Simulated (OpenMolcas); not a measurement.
# Ce³⁺ with 8 ligands (oxide): CASSCF and CASPT2 levels and susceptibility

Aim: the ligand-field states of Ce³⁺ in this surrounding, its lowest levels with spin-orbit coupling and its magnetic susceptibility.

Program: OpenMolcas 26.06. Level of theory: state-averaged CASSCF and CASPT2, spin-orbit coupling by RASSI with atomic mean-field integrals. These are calculated values, not measurements, unless marked.

**1. What is computed**

| Quantity | Value |
| --- | --- |
| Species | Ce³⁺ (cerium, Z = 58, 55 electrons) |
| Basis | ANO-RCC-VTZP [8s7p5d3f2g1h], 344 functions with the ligands |
| Scalar Hamiltonian | DKH2, point nucleus |
| Inactive shells | 1s 2s 2p 3s 3p 3d 4s 4p 4d 5s 5p of the metal, and all ligand shells |
| Active space | 1 electron in 7 orbitals (4f) |
| Some configurations of this space | 4f |
| Orbitals | optimised for the highest spin of each parity, averaged over all roots |

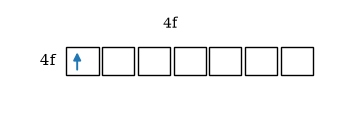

The shells outside the core, filled by Hund's rule for the drawing.

Ce³⁺ is taken with 8 ligands (oxide) in cube coordination (Oh) at 2.52 Å. A charge of +1.62 e stands 2.6 Å behind each ligand. Ligand basis ANO-RCC-VTZP. The distances are assumed, not relaxed.

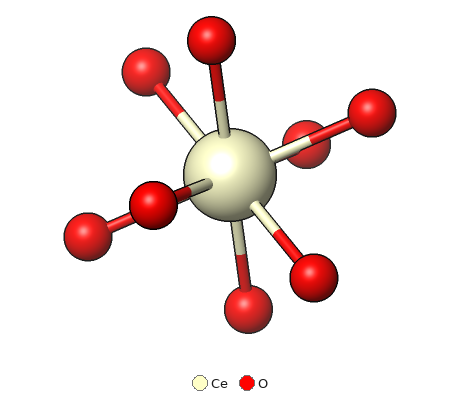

The cluster treated with basis functions (cerium light yellow, oxygen red); what lies farther out is not drawn.

```xyz
9

Ce    0.0000    0.0000    0.0000
O     1.4549    1.4549    1.4549
O     1.4549    1.4549   -1.4549
O     1.4549   -1.4549    1.4549
O     1.4549   -1.4549   -1.4549
O    -1.4549    1.4549    1.4549
O    -1.4549    1.4549   -1.4549
O    -1.4549   -1.4549    1.4549
O    -1.4549   -1.4549   -1.4549
```

Each step is its own input file, run in one work folder so that later steps find the files of earlier ones. Labels, J, g values, rates, χT and fits are worked out afterwards by a script from the matrices that RASSI stores. The input lists half of the charges; inversion (Group=XYZ) makes the rest.

**2. Basis and integrals**

File a.inp:

```
&GATEWAY
Coord
9

Ce 0.0 0.0 0.0
O 1.454923 1.454923 1.454923
O 1.454923 1.454923 -1.454923
O 1.454923 -1.454923 1.454923
O 1.454923 -1.454923 -1.454923
O -1.454923 1.454923 1.454923
O -1.454923 1.454923 -1.454923
O -1.454923 -1.454923 1.454923
O -1.454923 -1.454923 -1.454923
Basis=Ce.ANO-RCC-VTZP,O.ANO-RCC-VTZP
Group=XYZ
NoMove
AngMom=0.0 0.0 0.0
AMFI
RICD
XField
4 Angstrom 0
2.956034 2.956034 2.956034 1.625000
2.956034 2.956034 -2.956034 1.625000
2.956034 -2.956034 2.956034 1.625000
2.956034 -2.956034 -2.956034 1.625000
&SEWARD
```

On the command line:

```
$ OMP_NUM_THREADS=1 MOLCAS_MEM=3686 MOLCAS_PROJECT=a pymolcas a.inp > a.log
```

The program printed:

```text
Basis set label: CE.ANO-RCC...8S7P5D3F2G1H.

      Electronic valence basis set:
      ------------------
      Associated Effective Charge  58.000000 au
      Associated Actual Charge     58.000000 au
      Nuclear Model: Point charge

      Shell  nPrim  nBasis  Cartesian Spherical Contaminant
         s      25       8        X
         p      22       7        X
         d      15       5                 X
         f      11       3                 X
         g       4       2                 X
         h       2       1                 X
                  Relativistic Douglas-Kroll-Hess integrals:
                    - DKH order of Hamiltonian: 2
                    - DKH order of Properties : 0
                  Atomic mean-field integrals
```

**3. Reference wave functions, doublets of odd parity, 7 roots**

File a.inp:

```
&RASSCF
FileOrb=start.orb
Symmetry=2
Spin=2
nActEl=1 0 0
Inactive=35 32
Ras2=0 7
CIRoot=7 7 1
SDav=7
CIMx=300
Iter=150 100
PrWF=0.3
OrbListing=Nothing
MaxOrb=0
LevShft=1.0
>>> COPY $Project.JobIph JOB001
```

On the command line:

```
$ OMP_NUM_THREADS=1 MOLCAS_MEM=3686 MOLCAS_PROJECT=a pymolcas a.inp > a.log
```

start.orb holds start orbitals that the driver prepared beforehand, or those of the step before.

The program printed, cut to the lines that bear on the results:

```text
[...]
      Number of active orbitals                  7
[...]
      Spin quantum number                      0.5
[...]
      Active orbitals                            0   7
[...]
      Number of CSFs                             7
      Number of root(s) required                 7
[...]
      Convergence after 31 iterations
[...]
      Natural orbitals and occupation numbers for root  1
      sym 2:  -0.000000  -0.000000   0.000000   1.000000  -0.000000  -0.000000   0.000000
      Natural orbitals and occupation numbers for root  2
      sym 2:   0.000000   0.000000   0.000000  -0.000000  -0.000000   1.000000   0.000000
      Natural orbitals and occupation numbers for root  3
      sym 2:  -0.000000  -0.000000  -0.000000  -0.000000   0.000000  -0.000000   1.000000
::    RASSCF root number  1 Total energy:  -9460.65331595
::    RASSCF root number  2 Total energy:  -9460.65331595
::    RASSCF root number  3 Total energy:  -9460.65331595
::    RASSCF root number  4 Total energy:  -9460.65222341
::    RASSCF root number  5 Total energy:  -9460.65222341
::    RASSCF root number  6 Total energy:  -9460.65222341
::    RASSCF root number  7 Total energy:  -9460.65117066
```

**4. State interaction with spin-orbit coupling**

File a.inp:

```
&RASSI
NrOfJobIphs=1 7
1 2 3 4 5 6 7
IphNames
JOB001
EJob
SpinOrbit
DIPRint=1.0
SOCoupling=1000.0
Subsets=2
Property=9
'ANGMOM' 1 'ANGMOM' 2 'ANGMOM' 3 'MLTPL  1' 1 'MLTPL  1' 2 'MLTPL  1' 3
'AMFI' 1 'AMFI' 2 'AMFI' 3
SOProperty=3
'ANGMOM' 1 'ANGMOM' 2 'ANGMOM' 3
```

The program printed, cut to the lines that bear on the results:

```text
SPIN-FREE ENERGIES:
  (Shifted by EMIN (a.u.) =      -9460.6533159478)
 SF State       Relative EMIN(au)   Rel lowest level(eV)    D:o, cm**(-1)
     1             0.0000000000        0.0000000000              0.0000
     2             0.0000000000        0.0000000000              0.0000
     3             0.0000000000        0.0000000000              0.0000
     4             0.0010925398        0.0297295225            239.7848
     5             0.0010925398        0.0297295225            239.7848
     6             0.0010925398        0.0297295225            239.7848
     7             0.0021452902        0.0583763200            470.8368
     Dipole printing threshold changed to   1.00000000E+00
Eigenvalues of complex Hamiltonian:
   -----------------------------------
  (Shifted by EMIN (a.u.) =      -9460.6533159478)
 SO State       Relative EMIN(au)   Rel lowest level(eV)    D:o, cm**(-1)
     1            -0.0058511005        0.0000000000              0.0000
     2            -0.0058511005        0.0000000000              0.0000
     3            -0.0058511004        0.0000000028              0.0000
     4            -0.0058511004        0.0000000028              0.0000
     5            -0.0047075258        0.0311182518            250.9856
     6            -0.0047075258        0.0311182518            250.9856
     7             0.0046543450        0.2858677342           2305.6788
     8             0.0046543450        0.2858677342           2305.6788
     9             0.0053965735        0.3060648004           2468.5791
    10             0.0053965735        0.3060648004           2468.5791
    11             0.0053965736        0.3060648032           2468.5791
[...]
```

These steps: 4.5 min of run time, 1 thread of Arm Neoverse V2, shared host.

States without spin-orbit coupling:

| state | degeneracy | E (cm-1) | free-ion L (%) |
| --- | --- | --- | --- |
| 2T1 | 3 | 0 | F (100) |
| 2T2 | 3 | 240 | F (100) |
| 2A2 | 1 | 471 | F (100) |

With spin-orbit coupling:

```csv
E (cm-1),Degeneracy,Label,2S+1,J,abs mJ (%),g
0.0,4,Γ8,2,2.50,1/2 (50),
251.0,2,Γ7,2,2.50,3/2 (83),1.46 1.46 1.46
2306,2,Γ6,2,3.50,1/2 (58),2.66 2.66 2.66
2469,4,Γ8,2,3.50,3/2 (37),
2686,2,Γ7,2,3.49,5/2 (75),3.46 3.46 3.46
```

Principal g values are given for doublets only; a zero marks a field direction without first-order Zeeman splitting.

Powder χT (cm³ K/mol): 0.48 at 2 K, 0.48 at 5 K, 0.49 at 10 K, 0.51 at 20 K, 0.56 at 50 K, 0.64 at 100 K, 0.69 at 150 K, 0.73 at 200 K, 0.75 at 250 K, 0.76 at 300 K.

The orbitals of the open shell are 98 to 99 % metal; the Mulliken charge of the metal is +0.59 e.

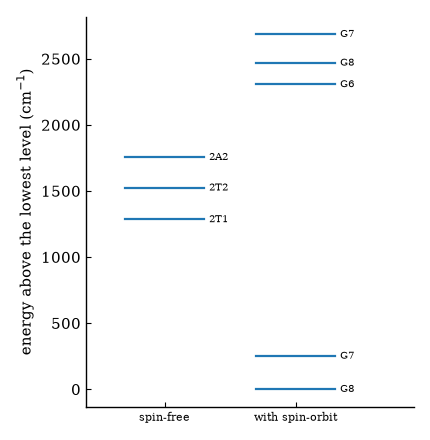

The states in the field without (left) and with (right) spin-orbit coupling.

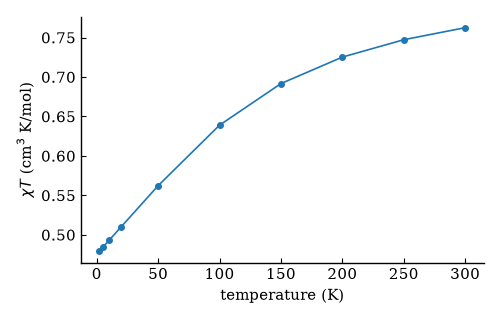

χT against temperature.

Stevens parameters of the J = 5/2 multiplet, 251 cm⁻¹ wide (cm⁻¹): B40 = -6.960e-01, B44 = -3.494e+00.

**5. CASPT2: IPEA 0.25, imaginary shift 0.1 (closed shells correlated: 5s 5p of the metal, with ligand shells; the Frozen line counts the rest)**

File a.inp:

```
>>> COPY JOB001 $Project.JobIph
&CASPT2
Multistate=7 1 2 3 4 5 6 7
NoMult
Frozen=18 13
IPEA=0.25
Imaginary=0.1
MaxIter=60
WThr=0.0 0.3 0.05
PrWF=0.5
NoMix
```

The program printed:

```text
Orbital specifications:
      -----------------------

      Symmetry species                           1   2
                                                ag  au
      Frozen orbitals                           18  13
      Inactive orbitals                         17  19
      Active orbitals                            0   7
      Secondary orbitals                       136 134
      Deleted orbitals                           0   0
      Number of basis functions                171 173
Type of calculation                        SS-CASPT2
      Fock operator                              state-specific
      IPEA shift                                 0.25
      Real shift                                 0.00
      Imaginary shift                            0.10
      The input orbitals will be transformed to quasi-canonical
Reference energy:       -9460.6533159478
      E2 (Non-variational):      -2.4667685838
      Shift correction:          -0.0052764506
      E2 (Variational):          -2.4720450344
      Total energy:           -9463.1253609822
      Residual norm:              0.0000008884
      Reference weight:           0.52559
      Contributions to the CASPT2 correlation energy
      Active & Virtual Only:         -0.0000000001
      One Inactive Excited:          -0.0415833753
      Two Inactive Excited:          -2.4251852084
Reference energy:       -9460.6533159477
      E2 (Non-variational):      -2.4667262720
      Shift correction:          -0.0052748822
      E2 (Variational):          -2.4720011542
      Total energy:           -9463.1253171019
      Residual norm:              0.0000008394
      Reference weight:           0.52562
      Contributions to the CASPT2 correlation energy
      Active & Virtual Only:         -0.0000000002
      One Inactive Excited:          -0.0415141801
      Two Inactive Excited:          -2.4252120918
::    CASPT2 Root  1     Total energy:  -9463.12536098
::    CASPT2 Root  2     Total energy:  -9463.12531710
::    CASPT2 Root  3     Total energy:  -9463.12532356
::    CASPT2 Root  4     Total energy:  -9463.12360370
::    CASPT2 Root  5     Total energy:  -9463.12362483
::    CASPT2 Root  6     Total energy:  -9463.12360055
::    CASPT2 Root  7     Total energy:  -9463.12201588
```

This run: 9.1 min of run time, 1 thread of Arm Neoverse V2, shared host.

SS-CASPT2: lowest energy less the reference's lowest, -2.4720 hartree; reference weights 0.526.

States without spin-orbit coupling:

| state | degeneracy | E (cm-1) | free-ion L (%) |
| --- | --- | --- | --- |
| 2T1 | 3 | 0 | F (100) |
| 2T2 | 3 | 378 | F (100) |
| 2A2 | 1 | 728 | F (100) |

With spin-orbit coupling:

```json
{"E (cm-1)": "0", "Degeneracy": "4", "Label": "Γ8", "2S+1": "2", "J": "2.51", "abs mJ (%)": "1/2 (50)", "g": ""}
{"E (cm-1)": "390", "Degeneracy": "2", "Label": "Γ7", "2S+1": "2", "J": "2.50", "abs mJ (%)": "3/2 (83)", "g": "1.48 1.48 1.48"}
{"E (cm-1)": "2260", "Degeneracy": "2", "Label": "Γ6", "2S+1": "2", "J": "3.50", "abs mJ (%)": "1/2 (58)", "g": "2.66 2.66 2.66"}
{"E (cm-1)": "2520", "Degeneracy": "4", "Label": "Γ8", "2S+1": "2", "J": "3.50", "abs mJ (%)": "3/2 (37)", "g": ""}
{"E (cm-1)": "2860", "Degeneracy": "2", "Label": "Γ7", "2S+1": "2", "J": "3.49", "abs mJ (%)": "5/2 (75)", "g": "3.48 3.48 3.48"}
```

Powder χT (cm³ K/mol): 0.47 at 2 K, 0.47 at 5 K, 0.48 at 10 K, 0.49 at 20 K, 0.52 at 50 K, 0.58 at 100 K, 0.63 at 150 K, 0.67 at 200 K, 0.70 at 250 K, 0.72 at 300 K.

**6. The methods side by side**

A. CASSCF
B. SS-CASPT2, IPEA 0.25, imaginary shift 0.1 (closed shells correlated: 5s 5p of the metal, with ligand shells; the Frozen line counts the rest)

| method | ground state | first state of that spin (cm-1) | first gap with spin-orbit (cm-1) | χT at 300 K |
| --- | --- | --- | --- | --- |
| A | 2T1 | 2T2 239.8 | 251.0 | 0.76 |
| B | 2T1 | 2T2 378.4 | 391.9 | 0.72 |

**7. What came out**

```
                                            quantity                                                                                                                                          value
                                              method  SS-CASPT2, IPEA 0.25, imaginary shift 0.1 (closed shells correlated: 5s 5p of the metal, with ligand shells; the Frozen line counts the rest)
                              spin-free ground state                                                                                                                2T1, 3-fold in its orbital part
first state of the same spin within the active space                                                                                                                                2T2 at 378 cm⁻¹
                                        lowest level                                                                                                                                      4-fold Γ8
                                          next level                                                                                                                                     391.9 cm⁻¹
                                         χT at 300 K                                                                                                                                 0.72 cm³ K/mol
                           effective moment at 300 K                                                                                                                                        2.40 μB
```

Cost by method:

| method | time of its own steps | time with the reference |
| --- | --- | --- |
| A. CASSCF | 4.5 min | 4.5 min |
| B. SS-CASPT2, IPEA 0.25, imaginary shift 0.1, +5s 5p | 9.1 min | 14 min |

Times are of one thread on a shared host.

**Reading.** The spin-free ground state (2T1) comes to 100 % from free-ion F terms and keeps the highest spin of the shell. Bare point charges leave oxide and sulfide ligands too diffuse, so the field comes out too small.
